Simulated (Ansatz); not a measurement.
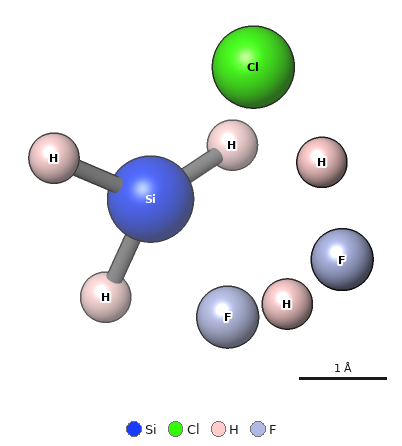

**Figure 1.** The input geometry (ball-and-stick view, seen at a tilt). Bond lengths as drawn: H–Si 1.45 to 1.47 Å.

**Geometry relaxation, with input and output: SiH5ClF2 (part 1 of 2)**

The run: geometry relaxation of SiH5ClF2. Method and program: RKS PBE-D4/def2-SVP (Ansatz 0.2.0).

The input holds or restrains some coordinates. It belongs to a series of runs on one base structure; here: pulled along the bonds that form and break, towards end A.

The program's output
```
The last accepted step is kept in [file] (removed where the run ends without a failure and the disk answers)
Engine: ansatz 0.2.0, aarch64-unknown-linux-gnu
Functional definition: PBE
  parameter kappa = 0.804
  parameter beta = 0.06672455060314922
  exchange = pbe_x(kappa = kappa, mu = beta*pi^2/3)
  correlation = pbe_c(beta = beta)
977 factors; their error is unknown
mean field evaluation 1: about -25887.9372 eV, gradient 3.5e1 eV
mean field evaluation 2: about -25884.9484 eV, gradient 5.9e1 eV
mean field evaluation 4: about -25890.0819 eV, gradient 2.4e0 eV
mean field evaluation 8: about -25890.1004 eV, gradient 5.4e-2 eV
mean field evaluation 16: about -25890.0344 eV, gradient 5.2e-5 eV
mean field -25890.03438236 eV, -951.4412146562 hartree, gradient 5.2e-5 eV, S^2 0.000000; 0 other end points of the search recorded, 0 dependent functions left out
the calculation of the forces begins
reference -25890.03441239 eV, -951.4412157597 hartree; 27, 27 occupied and 62, 62 virtual orbitals, 977 factors
relax step   1: F+E_penalty+E_count = -25890.18666692 eV  Δ(F+E_penalty+E_count) = +0.000e0 eV  max|allowed force component| = 1.964e0 eV/Å  E_restraint = 45.60718752 eV  max|allowed force component, restraints' pulls added| = 2.963e1 eV/Å  Δτ_max = 0.0000 Å  (25 SCF iters, accepted)
  distance Si 0 - F 6 = 1.9977 Å
  distance H 5 - F 8 = 1.1980 Å
  distance H 7 - Cl 1 = 1.7484 Å
  distance Si 0 - Cl 1 = 2.4934 Å
  distance H 5 - F 6 = 1.1968 Å
  distance H 7 - F 8 = 1.1989 Å
these checks for a lower state are left out or cut short: starts, cluster_reference, orbital_swaps, neighbouring_geometries, increment
977 factors; their error is unknown
mean field -25889.63502719 eV, -951.4265386245 hartree, gradient 1.6e-5 eV, S^2 0.000000; 0 other end points of the search recorded, 0 dependent functions left out
[... from here on the field's lines of each further geometry are left out, up to the last ...]
relax step   2: F+E_penalty+E_count = -25889.78221769 eV  Δ(F+E_penalty+E_count) = +4.044e-1 eV  max|allowed force component| = 1.784e0 eV/Å  E_restraint = 19.81504657 eV  max|allowed force component, restraints' pulls added| = 1.851e1 eV/Å  Δτ_max = 0.1971 Å  (32 SCF iters, accepted)
relax step   3: F+E_penalty+E_count = -25888.36400885 eV  Δ(F+E_penalty+E_count) = +1.418e0 eV  max|allowed force component| = 8.482e0 eV/Å  E_restraint = 4.48377245 eV  max|allowed force component, restraints' pulls added| = 1.100e1 eV/Å  Δτ_max = 0.1951 Å  (31 SCF iters, accepted)
relax step   4: F+E_penalty+E_count = -25888.90684600 eV  Δ(F+E_penalty+E_count) = -5.428e-1 eV  max|allowed force component| = 2.091e0 eV/Å  E_restraint = 0.64619870 eV  max|allowed force component, restraints' pulls added| = 3.250e0 eV/Å  Δτ_max = 0.1947 Å  (32 SCF iters, accepted)
relax step   5: F+E_penalty+E_count = -25889.45176042 eV  Δ(F+E_penalty+E_count) = -5.449e-1 eV  max|allowed force component| = 1.532e0 eV/Å  E_restraint = 0.06721576 eV  max|allowed force component, restraints' pulls added| = 1.012e0 eV/Å  Δτ_max = 0.1964 Å  (32 SCF iters, accepted)
relax step   6: F+E_penalty+E_count = -25890.08607405 eV  Δ(F+E_penalty+E_count) = -6.343e-1 eV  max|allowed force component| = 7.970e-1 eV/Å  E_restraint = 0.10373783 eV  max|allowed force component, restraints' pulls added| = 1.773e0 eV/Å  Δτ_max = 0.2000 Å  (32 SCF iters, accepted)
relax step   7: F+E_penalty+E_count = -25890.50641621 eV  Δ(F+E_penalty+E_count) = -4.203e-1 eV  max|allowed force component| = 8.352e-1 eV/Å  E_restraint = 0.06340298 eV  max|allowed force component, restraints' pulls added| = 6.391e-1 eV/Å  Δτ_max = 0.1950 Å  (27 SCF iters, accepted)
relax step   8: F+E_penalty+E_count = -25890.76692697 eV  Δ(F+E_penalty+E_count) = -2.605e-1 eV  max|allowed force component| = 1.004e0 eV/Å  E_restraint = 0.05787468 eV  max|allowed force component, restraints' pulls added| = 3.632e-1 eV/Å  Δτ_max = 0.2000 Å  (26 SCF iters, accepted)
relax step   9: F+E_penalty+E_count = -25890.83554782 eV  Δ(F+E_penalty+E_count) = -6.862e-2 eV  max|allowed force component| = 9.388e-1 eV/Å  E_restraint = 0.07381507 eV  max|allowed force component, restraints' pulls added| = 1.372e0 eV/Å  Δτ_max = 0.1804 Å  (32 SCF iters, accepted)
relax step  10: F+E_penalty+E_count = -25890.86590229 eV  Δ(F+E_penalty+E_count) = -3.035e-2 eV  max|allowed force component| = 1.279e0 eV/Å  E_restraint = 0.04655581 eV  max|allowed force component, restraints' pulls added| = 1.834e-1 eV/Å  Δτ_max = 0.2000 Å  (26 SCF iters, accepted)
relax step  11: F+E_penalty+E_count = -25890.92372004 eV  Δ(F+E_penalty+E_count) = -5.782e-2 eV  max|allowed force component| = 1.197e0 eV/Å  E_restraint = 0.05743653 eV  max|allowed force component, restraints' pulls added| = 4.467e-1 eV/Å  Δτ_max = 0.1951 Å  (26 SCF iters, accepted)
relax step  12: F+E_penalty+E_count = -25890.97382518 eV  Δ(F+E_penalty+E_count) = -5.011e-2 eV  max|allowed force component| = 1.107e0 eV/Å  E_restraint = 0.06178497 eV  max|allowed force component, restraints' pulls added| = 5.753e-1 eV/Å  Δτ_max = 0.1955 Å  (26 SCF iters, accepted)
relax step  13: F+E_penalty+E_count = -25891.02200983 eV  Δ(F+E_penalty+E_count) = -4.818e-2 eV  max|allowed force component| = 1.303e0 eV/Å  E_restraint = 0.04956109 eV  max|allowed force component, restraints' pulls added| = 2.044e-1 eV/Å  Δτ_max = 0.2000 Å  (25 SCF iters, accepted)
relax step  14: F+E_penalty+E_count = -25891.04482517 eV  Δ(F+E_penalty+E_count) = -2.282e-2 eV  max|allowed force component| = 1.383e0 eV/Å  E_restraint = 0.04739679 eV  max|allowed force component, restraints' pulls added| = 9.432e-2 eV/Å  Δτ_max = 0.2000 Å  (26 SCF iters, accepted)
relax step  15: F+E_penalty+E_count = -25891.06572803 eV  Δ(F+E_penalty+E_count) = -2.090e-2 eV  max|allowed force component| = 3.540e-1 eV/Å  E_restraint = 0.10568513 eV  max|allowed force component, restraints' pulls added| = 1.883e0 eV/Å  Δτ_max = 0.1950 Å  (33 SCF iters, rejected (line search))
relax step  16: F+E_penalty+E_count = -25891.06628914 eV  Δ(F+E_penalty+E_count) = -2.146e-2 eV  max|allowed force component| = 9.800e-1 eV/Å  E_restraint = 0.06828184 eV  max|allowed force component, restraints' pulls added| = 6.813e-1 eV/Å  Δτ_max = 0.0970 Å  (26 SCF iters, accepted)
the calculation of the forces begins
reference -25890.91766394 eV, -951.4736746555 hartree; 27, 27 occupied and 62, 62 virtual orbitals, 977 factors
relax step  17: F+E_penalty+E_count = -25891.04844798 eV  Δ(F+E_penalty+E_count) = +1.784e-2 eV  max|allowed force component| = 1.411e0 eV/Å  E_restraint = 0.04552617 eV  max|allowed force component, restraints' pulls added| = 1.101e-1 eV/Å  Δτ_max = 0.0767 Å  (27 SCF iters, accepted)
```

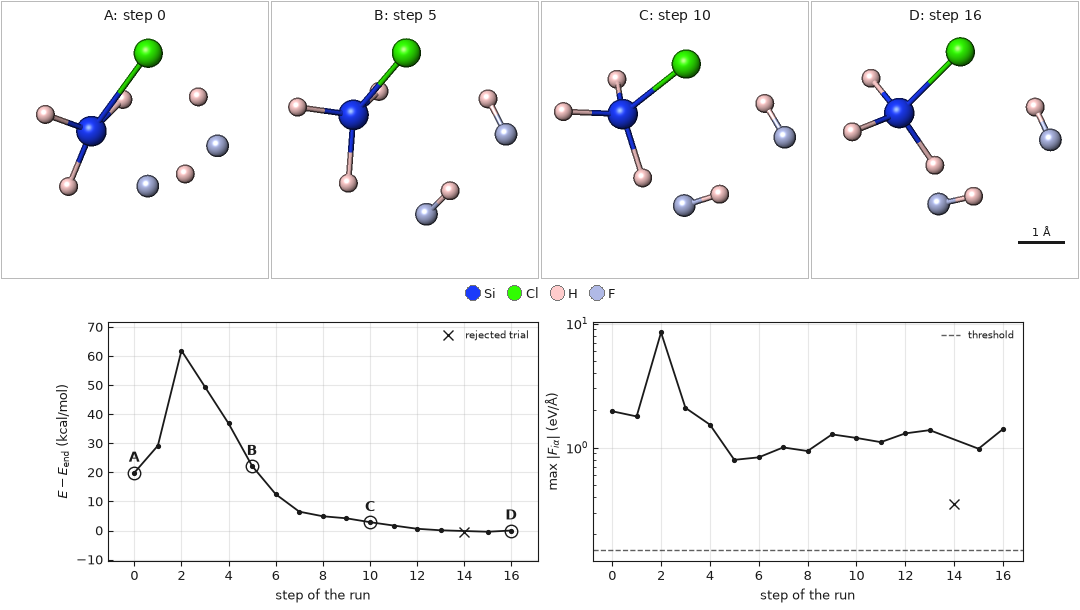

**Figure 2.** Frames of the restrained relaxation (ball-and-stick view, seen at a tilt) above the curves, on which the letters mark them (the first geometry is step 0 here and step 1 in the log).

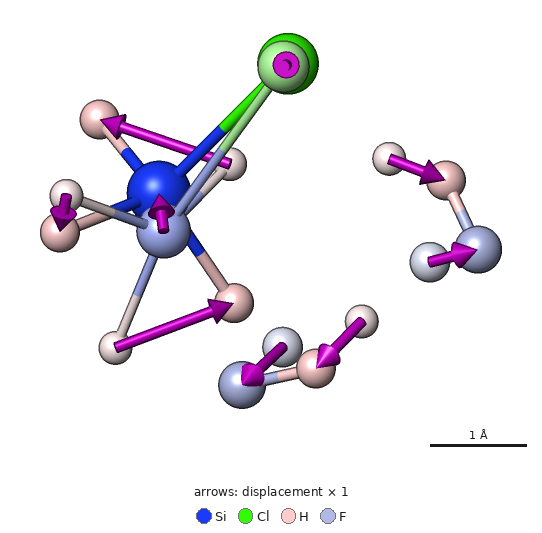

**Figure 3.** Start (faint) and end (solid) with the displacements as pink arrows, at true length (ball-and-stick view, seen at a tilt). The two geometries are laid on each other by the best rigid fit. The atom that moves furthest after the best rigid fit is H3 (1.48 Å). By element the largest moves are H 1.48 Å, F 0.98 Å, Cl 0.62 Å, Si 0.47 Å. Among the contacts that change: Si1–Cl2 2.493 → 2.123 Å, H6–F7 1.197 → 0.917 Å, Si1–H3 1.450 → 1.501 Å, Si1–H5 1.450 → 1.493 Å. New bonds form: H6–F7 (1.20 → 0.92 Å), H8–F9 (1.20 → 0.92 Å). Among the angles that change: Cl2–Si1–H4 166.8° → 108.2°, Cl2–Si1–H5 80.2° → 109.1°, Cl2–Si1–H3 78.9° → 105.4°. After 16 geometry steps the energy has fallen by 19.9 kcal/mol. Largest force component: 2 eV/Å at the start, 1.4 eV/Å at the end. The line search rejected the trial step at point 14 (counted from 0) and went back. (Atoms are counted from 1 in the order of the input.)

```
  distance Si 0 - F 6 = 2.9801 Å
  distance H 5 - F 8 = 2.1685 Å
  distance H 7 - Cl 1 = 2.6228 Å
  distance Si 0 - Cl 1 = 2.1233 Å
  distance H 5 - F 6 = 0.9173 Å
  distance H 7 - F 8 = 0.9176 Å
977 factors; their error is unknown
mean field -25890.91763238 eV, -951.4736734956 hartree, gradient 7.7e-6 eV, S^2 0.000000; 1 other end points of the search recorded, 0 dependent functions left out
the calculation of the forces begins
reference -25890.91766394 eV, -951.4736746555 hartree; 27, 27 occupied and 62, 62 virtual orbitals, 977 factors
Total energy: -25891.04847954 eV, -951.4784820401 hartree
Atom 0 at    -0.246499     1.091979    -1.146121 Å, force     0.076433    -0.217213     0.035566 eV/Å
Atom 1 at     1.136606    -0.510480    -1.312329 Å, force    -0.123870     0.055397     0.149117 eV/Å
Atom 2 at    -0.286253     1.727944    -2.505208 Å, force     0.031380    -0.004059     0.005553 eV/Å
Atom 3 at    -1.584707     0.521572    -0.807726 Å, force    -0.015559     0.007819    -0.019050 eV/Å
Atom 4 at     0.247799     2.060329    -0.123268 Å, force     0.028529     0.023613    -0.022064 eV/Å
Atom 5 at    -0.313320    -0.558897     1.940539 Å, force     0.544749    -1.410860     0.235338 eV/Å
Atom 6 at    -0.611259     0.273509     1.696033 Å, force    -0.382969     1.096228    -0.294187 eV/Å
Atom 7 at     0.984026    -2.159109     0.721898 Å, force     0.408993     0.524521    -1.266162 eV/Å
Atom 8 at     0.673707    -2.446947     1.536083 Å, force    -0.567686    -0.075446     1.175889 eV/Å
Dipole moment:    -0.007087     0.074275    -0.150902 e Å
```

Trajectory as extended XYZ (Å, eV, eV/Å), 17 frames, from step=1 to step=17
```
9
Properties=species:S:1:pos:R:3:forces:R:3 step=1 energy=-25890.18667
Si   -0.3893    1.0918   -0.6713   -0.4550  -1.6466   1.9642
Cl    1.4691   -0.5570   -0.8825    0.2813  -1.2434   0.9200
H    -0.7167    0.4609   -1.9356   -0.0625  -0.0028  -0.9253
H    -1.5995    1.8451   -0.3181   -0.6742   0.3889   0.2365
H     0.7142    1.9030   -0.1962    0.6284   0.7134  -0.1514
H    -0.2925   -1.0600    1.2812    0.5826   0.1484  -0.7272
F    -0.8658   -0.0966    0.8622    0.4068   0.1791  -0.5757
H     1.1776   -1.6396    0.4591   -0.9913   0.6583   0.3068
F     0.5030   -1.9477    1.4011    0.2838   0.8046  -1.0479
9
Properties=species:S:1:pos:R:3:forces:R:3 step=2 energy=-25889.78222
Si   -0.3153    1.1428   -0.7841   -0.6854  -1.0865   1.7845
Cl    1.4425   -0.4049   -1.0050   -0.0309  -0.7835   0.7812
H    -0.7170    0.4576   -1.9629   -0.4575  -0.0115  -1.6916
H    -1.5922    1.8423   -0.3219    0.1007  -0.2971   0.1776
H     0.7328    1.9194   -0.1998    0.8846   1.3021  -0.0207
H    -0.3794   -0.9711    1.2758    0.1165   0.1219  -0.2644
F    -0.9230   -0.1819    0.9912    0.1295   0.2222  -0.3231
H     1.1433   -1.7429    0.5935   -0.8922  -0.2234   1.0775
F     0.6083   -2.0612    1.4132    0.8348   0.7559  -1.5209
9
Properties=species:S:1:pos:R:3:forces:R:3 step=3 energy=-25888.36401
Si   -0.2283    1.2122   -0.9239   -1.4277  -0.4735   2.0920
Cl    1.4097   -0.2822   -1.0918    0.1421  -0.8285   0.6738
H    -0.7304    0.4587   -2.0035   -0.7407   0.0151  -2.2055
H    -1.5782    1.8261   -0.3196    0.8548  -0.6435  -0.1747
H     0.7513    1.9508   -0.1998    1.0082   1.6956  -0.0109
H    -0.5011   -0.8648    1.2854    6.9217  -8.4820   2.1817
F    -1.0118   -0.2473    1.1308   -6.7710   8.4504  -2.2982
H     1.1380   -1.8593    0.7128    2.6515   2.1910  -4.6627
F     0.7510   -2.1942    1.4095   -2.6390  -1.9247   4.4045
9
Properties=species:S:1:pos:R:3:forces:R:3 step=4 energy=-25888.90685
Si   -0.1905    1.2580   -0.9975   -1.6113  -0.3353   1.9555
Cl    1.3972   -0.2109   -1.1478    0.3528  -1.1285   0.7551
H    -0.7483    0.4828   -2.0738   -0.5397   0.4340  -1.7900
H    -1.5437    1.8017   -0.3282    0.9133  -0.6267  -0.2466
H     0.7752    2.0115   -0.2193    0.6524   1.5133  -0.3276
H    -0.5405   -0.8582    1.3215    1.8120  -2.0910   0.4587
F    -1.1709   -0.2199    1.2396   -1.4903   1.8130  -0.4890
H     1.1722   -1.9179    0.7380    0.9780   1.0225  -1.9314
F     0.8494   -2.3472    1.4674   -1.0673  -0.6013   1.6153
9
Properties=species:S:1:pos:R:3:forces:R:3 step=5 energy=-25889.45176
Si   -0.1774    1.2102   -0.9724   -0.8532   0.3006   0.5151
Cl    1.4006   -0.2283   -1.1372   -0.0182  -0.9981   0.9155
H    -0.7816    0.6182   -2.2121    0.1342   0.8391  -0.5905
H    -1.4894    1.7349   -0.3196    0.5067  -0.7986   0.2260
H     0.7814    2.1660   -0.3145   -0.0287   0.5965  -0.7790
H    -0.5497   -0.8264    1.3093    0.4451  -0.7082   0.2921
F    -1.2819   -0.2550    1.3606   -0.1067   0.3689  -0.2725
H     1.2056   -1.9892    0.7760    0.7857   0.7917  -1.5323
F     0.8925   -2.4305    1.5098   -0.8647  -0.3919   1.2256
```
